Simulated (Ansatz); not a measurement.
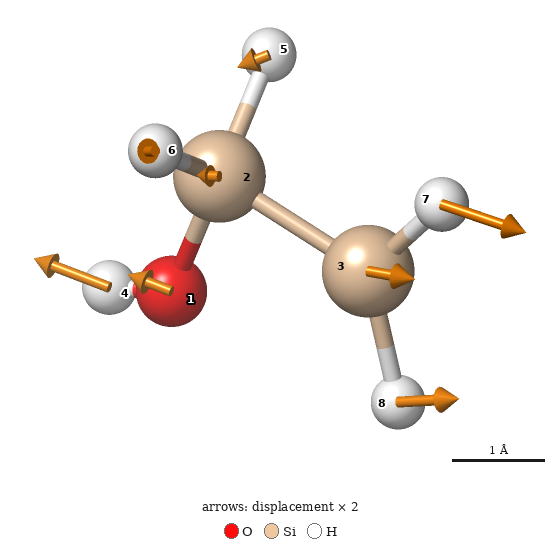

A relaxation of Si2H5O (charge +1). The starting structure is drawn; orange arrows show the displacements, magnified 2 times. The two geometries are superimposed by the best rigid fit.

Style: ball-and-stick. Shown at a tilt.

It is one of the separated reactants of a reaction.

The calculation used RKS PBE-D4/def2-SVP in Ansatz 0.2.0.

The input:
```yaml
crystal:
  periodic: [false, false, false]
  atoms:
    - {symbol: O, position_ang: [-1.491598, -0.062927, -0.487452]}
    - {symbol: Si, position_ang: [-0.034254, 0.718446, -0.310281]}
    - {symbol: Si, position_ang: [0.693387, -0.887991, 0.607551]}
    - {symbol: H, position_ang: [-2.095416, 0.288591, -0.841604]}
    - {symbol: H, position_ang: [0.912476, 0.924059, -1.582635]}
    - {symbol: H, position_ang: [0.105469, 1.897497, 0.761084]}
    - {symbol: H, position_ang: [2.008670, -0.668749, 0.968457]}
    - {symbol: H, position_ang: [-0.098733, -2.208926, 0.884881]}
basis:
  gaussian: {orbitals: def2-SVP}
total_charge: 1
hamiltonian: {xc: pbe, dispersion: d4}
relax: {f_tol: 0.03, max_steps: 250}
```

Command:
```bash
ansatz run in.yaml --threads 2 --pin off --events-out ev --progress --plain --max-ram 4352MiB
```

**Describe the change and its energy.**

The energy falls by 306.1 kJ/mol in 7 geometry steps. The largest force component goes from 15 to 0.023 eV/Å. The largest move after the best rigid fit is that of H7, 0.53 Å. By element the largest moves are H 0.53 Å, Si 0.29 Å, O 0.28 Å. Among the contacts that change: Si2–Si3 1.988 → 2.385 Å, O1–H4 0.783 → 0.977 Å, Si3–H7 1.381 → 1.501 Å, Si2–H5 1.599 → 1.504 Å. Among the angles between lasting bonds that change: Si2–Si3–H7 109.9° → 123.2°, H7–Si3–H8 124.7° → 112.2°, O1–Si2–Si3 89.4° → 99.4°.
